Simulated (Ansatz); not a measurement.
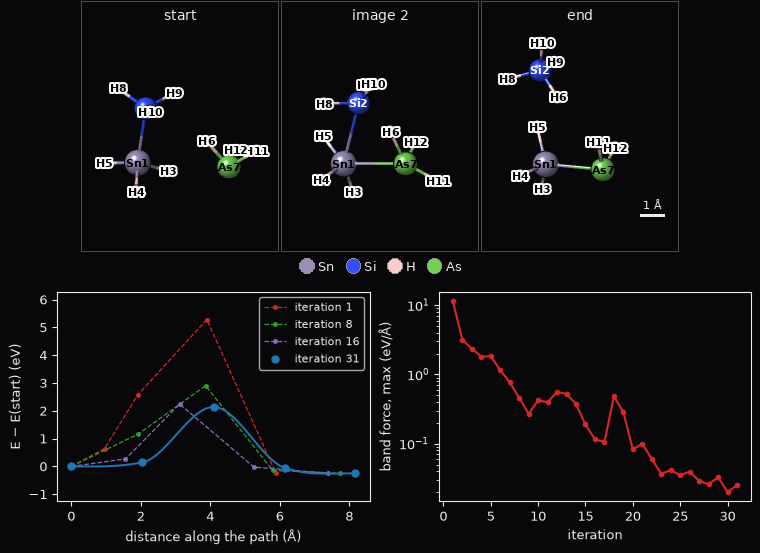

A search for the minimum-energy path of SnSiAsH9, made up of SnSiH₆ and AsH3 by the nudged elastic band. Images are numbered from 0 (start) to 4 (end). The plot follows the band through its iterations. A ball-and-stick model, seen at a tilt.

Computed with UKS PBE0-D4/def2-SVP (Ansatz). Run with 3 movable images; climbing image; force threshold 0.03 eV/Å; iteration limit 60; starting path through a guess of the saddle point.

Did the band converge, and can the barrier be trusted?

The run is converged, with reservations. The band converged in 31 iterations. The largest component of the band force went from 11 to 0.025 eV/Å. The climbing image converged on the top of the path. Its curvatures weren't checked. So few images resolve the path coarsely. The first iteration put the highest image at 5.28 eV. Forward barrier 2.14 eV, backward barrier 2.38 eV, with image 2 at the top; the reaction energy is −0.24 eV.

Limits of the set-up: the start holds two separate molecules, 2.8 Å apart at their closest, whose relative position is a soft coordinate.

Cost: 9.4 min on 4 threads of Arm Neoverse N1, on a shared host, peak memory 0.52 GiB.
